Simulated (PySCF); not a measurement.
**Geometry relaxation of C5H16N2Si2 (part 1 of 2)**

System: C5H16N2Si2.
Method: PBE0-D3(BJ)/def2-SVP geometry optimisation, gas phase (PySCF 2.14.0).

It belongs to a series of runs on one base structure; here: constitutional isomer.

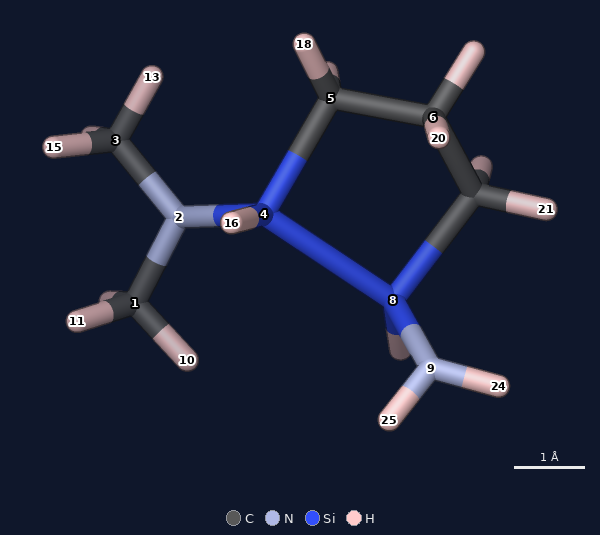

Fig. 1: The starting structure (stick view, seen at a tilt; atoms are numbered from 1 in the order of the input).

Input
```
{"job": {"xc": "PBE0", "basis": "def2-SVP", "d3": "d3bj", "grid": 1, "shake": 0.01, "kind": "geom"}, "charge": 0, "multiplicity": 1}
C      2.502830     1.213730    -0.745100
N      1.799450    -0.006030    -0.481670
C      2.670610    -1.134890    -0.592130
Si     0.479480    -0.031070     0.580370
C     -0.526280    -1.663720     0.304700
C     -2.006120    -1.346340     0.547320
C     -2.481850    -0.203100    -0.331990
Si    -1.275460     1.280920    -0.158950
N     -1.895680     2.238000     1.173500
H      1.766900     2.056960    -0.698400
H      3.272500     1.431960    -0.013470
H      2.938370     1.209810    -1.738950
H      2.106960    -2.037110    -0.411250
H      3.107430    -1.171210    -1.580200
H      3.509310    -1.085310     0.140320
H      0.823730     0.042990     2.029020
H     -0.391440    -2.003440    -0.710700
H     -0.224040    -2.461560     0.981810
H     -2.606890    -2.254020     0.363370
H     -2.168490    -1.071830     1.603740
H     -3.533610     0.051340    -0.071710
H     -2.506940    -0.559230    -1.378570
H     -1.244070     2.017010    -1.464930
H     -2.859600     2.538900     1.122730
H     -1.304660     2.959320     1.530470
```

The first line tells a small driver script what to run in PySCF; the rest is the geometry in Å.

Run as:
```bash
OMP_NUM_THREADS=1 python <driver script> task.json out
```

What the program printed
```
step   0  E = -887.69421030  max force = 0.031854
step   1  E = -887.70323863  max force = 0.004010
step   2  E = -887.70361233  max force = 0.002197
step   3  E = -887.70381466  max force = 0.001326
step   4  E = -887.70396650  max force = 0.002032
step   5  E = -887.70410448  max force = 0.002376
step   6  E = -887.70419880  max force = 0.002418
step   7  E = -887.70426812  max force = 0.001140
step   8  E = -887.70429243  max force = 0.000387
step   9  E = -887.70429889  max force = 0.000408
optimisation converged
```

Trajectory as extended XYZ (Å, eV, eV/Å), 10 frames, from step=0 to step=9
```
25
Properties=species:S:1:pos:R:3:forces:R:3 step=0 energy=-24155.38982
C     2.5028    1.2137   -0.7451   -1.6380   0.8222   0.1292
N     1.7994   -0.0060   -0.4817    1.2359   0.1759  -0.7556
C     2.6706   -1.1349   -0.5921    0.1746   0.2879   0.7923
Si    0.4795   -0.0311    0.5804   -1.2661  -0.9108   0.1061
C    -0.5263   -1.6637    0.3047   -0.1265   0.8881   1.0349
C    -2.0061   -1.3463    0.5473    0.1159  -0.2068   0.0966
C    -2.4819   -0.2031   -0.3320   -0.3512   0.1147  -0.2513
Si   -1.2755    1.2809   -0.1590   -1.0629   0.0963   0.4060
N    -1.8957    2.2380    1.1735   -0.0894  -0.7560  -0.4119
H     1.7669    2.0570   -0.6984    0.4765  -0.2521  -0.1425
H     3.2725    1.4320   -0.0135    0.7314   0.1265   0.4824
H     2.9384    1.2098   -1.7389    0.3397   0.0105  -0.5808
H     2.1070   -2.0371   -0.4113   -0.1825  -0.7761   0.0394
H     3.1074   -1.1712   -1.5802    0.3385  -0.1781  -0.7622
H     3.5093   -1.0853    0.1403   -0.0527  -0.1417  -0.0871
H     0.8237    0.0430    2.0290    0.0285   0.1886   0.2937
H    -0.3914   -2.0034   -0.7107    0.2024  -0.2253  -0.8106
H    -0.2240   -2.4616    0.9818    0.3084  -0.3544   0.1804
H    -2.6069   -2.2540    0.3634   -0.0870   0.0187   0.0795
H    -2.1685   -1.0718    1.6037    0.0552  -0.0561   0.0702
H    -3.5336    0.0513   -0.0717    0.3188   0.1590  -0.1432
H    -2.5069   -0.5592   -1.3786    0.0494   0.1816  -0.0432
H    -1.2441    2.0170   -1.4649    0.2807   0.0047  -0.1059
H    -2.8596    2.5389    1.1227   -0.1324   0.1808   0.0119
H    -1.3047    2.9593    1.5305    0.3328   0.6021   0.3718
25
Properties=species:S:1:pos:R:3:forces:R:3 step=1 energy=-24155.63550
C     2.4940    1.2352   -0.8149    0.2062  -0.0051   0.0000
N     1.8420   -0.0160   -0.5319   -0.1075  -0.0203   0.0725
C     2.7142   -1.1615   -0.6282   -0.0476   0.0210  -0.1419
Si    0.4607   -0.0449    0.5429   -0.0059  -0.1277   0.1574
C    -0.5306   -1.6641    0.3515    0.0945  -0.0248  -0.1052
C    -2.0211   -1.3596    0.5525   -0.0410   0.0121   0.0241
C    -2.4914   -0.2103   -0.3504   -0.0606   0.0597   0.0451
Si   -1.3621    1.2949   -0.0504   -0.0402  -0.0039  -0.1724
N    -1.9972    2.2165    1.2911    0.0592   0.0220  -0.0343
H     1.7689    2.0616   -0.8052   -0.0557   0.0427  -0.0034
H     3.2985    1.4856   -0.0842   -0.0798  -0.0167  -0.1097
H     2.9602    1.2178   -1.8208   -0.0329   0.0028   0.0781
H     2.1548   -2.0969   -0.4628    0.0307   0.0590  -0.0069
H     3.1647   -1.2206   -1.6406   -0.0436  -0.0130   0.1052
H     3.5515   -1.1360    0.0992    0.0195  -0.0006   0.0324
H     0.8285    0.1426    1.9977    0.0282  -0.0253  -0.0297
H    -0.3667   -2.0272   -0.6841    0.0016   0.0366   0.1390
H    -0.1937   -2.4607    1.0348    0.0245   0.0128  -0.0248
H    -2.6212   -2.2673    0.3671   -0.0158   0.0035   0.0172
H    -2.2056   -1.0841    1.6071    0.0241  -0.0075  -0.0161
H    -3.5542    0.0291   -0.1709    0.0358   0.0111  -0.0015
H    -2.4169   -0.5124   -1.4092    0.0470   0.0356  -0.0385
H    -1.1580    2.0660   -1.3291   -0.0720   0.0325   0.0146
H    -2.9402    2.5903    1.2057    0.0991  -0.0192  -0.0036
H    -1.3905    2.9136    1.7156   -0.0679  -0.0873   0.0022
25
Properties=species:S:1:pos:R:3:forces:R:3 step=2 energy=-24155.64567
C     2.4771    1.2382   -0.8209    0.0084   0.0188  -0.0282
N     1.8342   -0.0157   -0.5236   -0.0172   0.0326   0.0251
C     2.7119   -1.1545   -0.6205    0.0000   0.0144  -0.0168
Si    0.4588   -0.0545    0.5538   -0.0201  -0.0149   0.0968
C    -0.5286   -1.6692    0.3548    0.0046   0.0035  -0.0294
C    -2.0215   -1.3580    0.5475   -0.0176  -0.0033  -0.0117
C    -2.4870   -0.2057   -0.3581   -0.0081  -0.0235   0.0155
Si   -1.3550    1.2907   -0.0590    0.0506   0.0064  -0.1129
N    -1.9788    2.2028    1.2896    0.0195  -0.0030  -0.0014
H     1.7431    2.0598   -0.8125    0.0023  -0.0062  -0.0010
H     3.2852    1.5022   -0.1050   -0.0142  -0.0130  -0.0098
H     2.9327    1.2158   -1.8287   -0.0068  -0.0007   0.0015
H     2.1586   -2.0898   -0.4467    0.0058  -0.0063   0.0033
H     3.1573   -1.2194   -1.6312   -0.0029  -0.0034   0.0092
H     3.5522   -1.1210    0.1050    0.0042  -0.0085   0.0028
H     0.8289    0.1289    2.0070    0.0185  -0.0149  -0.0072
H    -0.3580   -2.0304   -0.6761    0.0078   0.0014   0.0145
H    -0.1922   -2.4658    1.0374   -0.0103   0.0002   0.0021
H    -2.6264   -2.2628    0.3630   -0.0031   0.0021   0.0103
H    -2.2054   -1.0813    1.6012    0.0032   0.0101  -0.0027
H    -3.5476    0.0398   -0.1801    0.0036   0.0002  -0.0022
H    -2.4077   -0.5011   -1.4195    0.0233   0.0011   0.0005
H    -1.1588    2.0721   -1.3323   -0.0499   0.0169   0.0074
H    -2.9155    2.5869    1.2075    0.0025   0.0216   0.0019
H    -1.3685    2.8836    1.7300   -0.0042  -0.0316   0.0324
25
Properties=species:S:1:pos:R:3:forces:R:3 step=3 energy=-24155.65117
C     2.4531    1.2412   -0.8387   -0.0682  -0.0039  -0.0333
N     1.8279   -0.0153   -0.5139    0.0290   0.0124   0.0023
C     2.7152   -1.1465   -0.6068    0.0217   0.0129   0.0427
Si    0.4580   -0.0618    0.5682   -0.0197   0.0403   0.0149
C    -0.5301   -1.6727    0.3596   -0.0340   0.0100   0.0269
C    -2.0245   -1.3551    0.5384    0.0038   0.0019  -0.0171
C    -2.4780   -0.2019   -0.3724    0.0131  -0.0367  -0.0051
Si   -1.3444    1.2898   -0.0652    0.0591   0.0109  -0.0102
N    -1.9602    2.1856    1.2972   -0.0339  -0.0121  -0.0095
H     1.7089    2.0541   -0.8350    0.0181  -0.0147   0.0039
H     3.2656    1.5243   -0.1386    0.0287   0.0069   0.0314
H     2.8958    1.2070   -1.8510    0.0075  -0.0016  -0.0278
H     2.1734   -2.0848   -0.4168   -0.0120  -0.0205   0.0055
H     3.1519   -1.2206   -1.6190    0.0139   0.0025  -0.0370
H     3.5619   -1.0991    0.1113   -0.0062  -0.0001  -0.0107
H     0.8301    0.1167    2.0206    0.0084  -0.0067   0.0023
H    -0.3498   -2.0342   -0.6675    0.0119  -0.0116  -0.0436
H    -0.2022   -2.4702    1.0449   -0.0181  -0.0056   0.0142
H    -2.6332   -2.2572    0.3536    0.0029  -0.0012   0.0021
H    -2.2142   -1.0733    1.5895   -0.0030   0.0102   0.0056
H    -3.5384    0.0475   -0.2018   -0.0136   0.0016  -0.0143
H    -2.3877   -0.4938   -1.4342    0.0034  -0.0175   0.0136
H    -1.1577    2.0865   -1.3298   -0.0258   0.0045   0.0041
H    -2.8894    2.5875    1.2217   -0.0180   0.0310   0.0057
H    -1.3436    2.8382    1.7682    0.0307  -0.0128   0.0337
25
Properties=species:S:1:pos:R:3:forces:R:3 step=4 energy=-24155.65530
C     2.4300    1.2377   -0.8694   -0.1045   0.0010  -0.0197
N     1.8226   -0.0167   -0.5046    0.0770   0.0026  -0.0120
C     2.7245   -1.1368   -0.5878    0.0082  -0.0234   0.0626
Si    0.4572   -0.0653    0.5833   -0.0012   0.0551  -0.0608
C    -0.5347   -1.6729    0.3670   -0.0407   0.0057   0.0434
C    -2.0302   -1.3486    0.5261    0.0096   0.0042  -0.0087
C    -2.4674   -0.1963   -0.3926    0.0224  -0.0206  -0.0144
Si   -1.3353    1.2925   -0.0644    0.0253   0.0032   0.0695
N    -1.9492    2.1630    1.3155   -0.0606  -0.0069  -0.0231
H     1.6772    2.0423   -0.8748    0.0201  -0.0051   0.0056
H     3.2494    1.5458   -0.1887    0.0353   0.0105   0.0342
H     2.8577    1.1824   -1.8871    0.0097  -0.0023  -0.0263
H     2.1984   -2.0790   -0.3732   -0.0106  -0.0200   0.0037
H     3.1501   -1.2245   -1.6037    0.0115   0.0037  -0.0387
H     3.5792   -1.0654    0.1189   -0.0086   0.0060  -0.0140
H     0.8316    0.1075    2.0352    0.0038   0.0022   0.0061
H    -0.3420   -2.0365   -0.6569    0.0109  -0.0122  -0.0468
H    -0.2202   -2.4711    1.0579   -0.0147  -0.0013   0.0135
H    -2.6408   -2.2489    0.3386    0.0033  -0.0020  -0.0033
H    -2.2313   -1.0603    1.5734   -0.0021   0.0031   0.0062
H    -3.5295    0.0558   -0.2377   -0.0143   0.0021  -0.0211
H    -2.3594   -0.4868   -1.4533   -0.0056  -0.0230   0.0152
H    -1.1571    2.1102   -1.3159   -0.0030   0.0026   0.0012
H    -2.8679    2.5898    1.2483   -0.0112   0.0259   0.0053
H    -1.3242    2.7742    1.8285    0.0402  -0.0109   0.0224
25
Properties=species:S:1:pos:R:3:forces:R:3 step=5 energy=-24155.65906
C     2.3917    1.2349   -0.9181    0.0084  -0.0729  -0.0109
N     1.8232   -0.0193   -0.4949   -0.0476  -0.0162   0.0460
C     2.7318   -1.1360   -0.5556    0.0533   0.0475   0.0093
Si    0.4622   -0.0641    0.5997    0.0068   0.0379  -0.1222
C    -0.5367   -1.6679    0.3777   -0.0345  -0.0004   0.0404
C    -2.0333   -1.3359    0.5060    0.0067  -0.0002   0.0033
C    -2.4453   -0.1858   -0.4253    0.0205   0.0096  -0.0135
Si   -1.3211    1.3009   -0.0564   -0.0287  -0.0186   0.1198
N    -1.9398    2.1303    1.3469   -0.0650   0.0095  -0.0310
H     1.6217    2.0222   -0.9351    0.0093  -0.0144   0.0088
H     3.2190    1.5851   -0.2670    0.0237   0.0145   0.0124
H     2.7985    1.1514   -1.9430    0.0099   0.0061  -0.0153
H     2.2166   -2.0752   -0.3014   -0.0115   0.0092  -0.0011
H     3.1418   -1.2537   -1.5756    0.0078  -0.0042  -0.0203
H     3.5971   -1.0352    0.1339   -0.0029   0.0031  -0.0109
H     0.8406    0.1028    2.0508    0.0029   0.0119   0.0077
H    -0.3255   -2.0366   -0.6415    0.0050  -0.0088  -0.0225
H    -0.2419   -2.4652    1.0784   -0.0051   0.0048   0.0092
H    -2.6439   -2.2348    0.3123   -0.0005   0.0003  -0.0082
H    -2.2538   -1.0392    1.5472    0.0019  -0.0064   0.0037
H    -3.5111    0.0678   -0.2996   -0.0086   0.0000  -0.0212
H    -2.3076   -0.4757   -1.4826   -0.0054  -0.0187   0.0097
H    -1.1505    2.1520   -1.2855    0.0171   0.0068   0.0005
H    -2.8408    2.5950    1.2918    0.0037   0.0124   0.0019
H    -1.3043    2.6739    1.9196    0.0326  -0.0126   0.0042
```
